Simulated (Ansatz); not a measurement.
Consider BH7O2Si2 (SMILES [SiH3]OBO[SiH3]).

The calculation's input:

```
crystal:
  periodic: [false, false, false]
  atoms:
    - {symbol: Si, position_ang: [-1.534217, 0.940492, 1.493582]}
    - {symbol: O, position_ang: [-0.416066, 0.303676, 0.457937]}
    - {symbol: B, position_ang: [0.874041, 0.625831, 0.168211]}
    - {symbol: O, position_ang: [1.551518, -0.096231, -0.753460]}
    - {symbol: Si, position_ang: [1.043187, -1.394721, -1.651733]}
    - {symbol: H, position_ang: [-0.948788, 2.077518, 2.248799]}
    - {symbol: H, position_ang: [-2.695831, 1.403400, 0.697320]}
    - {symbol: H, position_ang: [-1.959931, -0.127045, 2.429753]}
    - {symbol: H, position_ang: [1.422693, 1.540623, 0.716458]}
    - {symbol: H, position_ang: [-0.118060, -1.020397, -2.496805]}
    - {symbol: H, position_ang: [2.185836, -1.782315, -2.510611]}
    - {symbol: H, position_ang: [0.672517, -2.526030, -0.765449]}
basis:
  gaussian: {orbitals: def2-TZVPP}
hamiltonian: {xc: pbe0, dispersion: d4}
output: {orbitals: {seedname: orbitals}}
```

Launched as:

```sh
ansatz run in.yaml --threads 4 --pin off --events-out ev --progress --plain --max-ram 10444MiB
```

Geometry: PBE0-D4/def2-TZVP.

Level of theory: RKS PBE0-D4/def2-TZVPP (Ansatz).

### Predict the electron density and electron localisation function between the atoms.

B–O (1.35 Å): the density is about 2.1 e/Å³ at the midpoint; the ELF peaks at about 0.90 between the atoms; a short, strongly polar bond.
Si–O (1.65 Å): the density is about 1.1 e/Å³ at the midpoint; the ELF peaks at about 0.85 between the atoms (a shared but strongly polarised pair).
B–H (1.20 Å): ρ at the midpoint is about 1.3 e/Å³; the ELF climbs to about 1 towards the hydrogen, as it does in any bond to H; a covalent bond by its length.
Si–H (1.48 Å): ρ at the midpoint is about 0.83 e/Å³; the ELF climbs to about 1 towards the hydrogen.

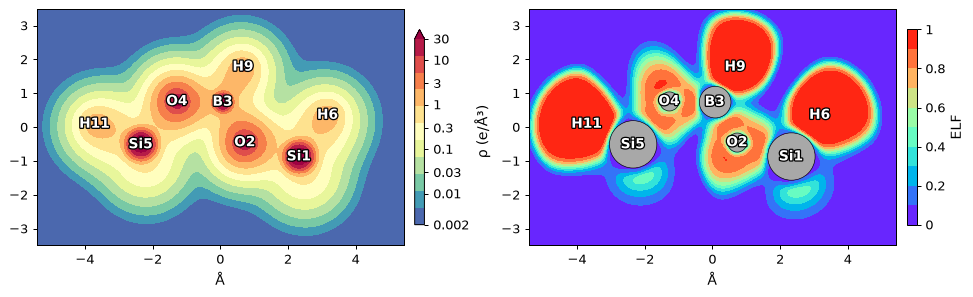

Computed electron density and electron localisation function on the plane of atoms O2, B3 and H9, in this order. Grey discs cover the atomic cores in the ELF map. 
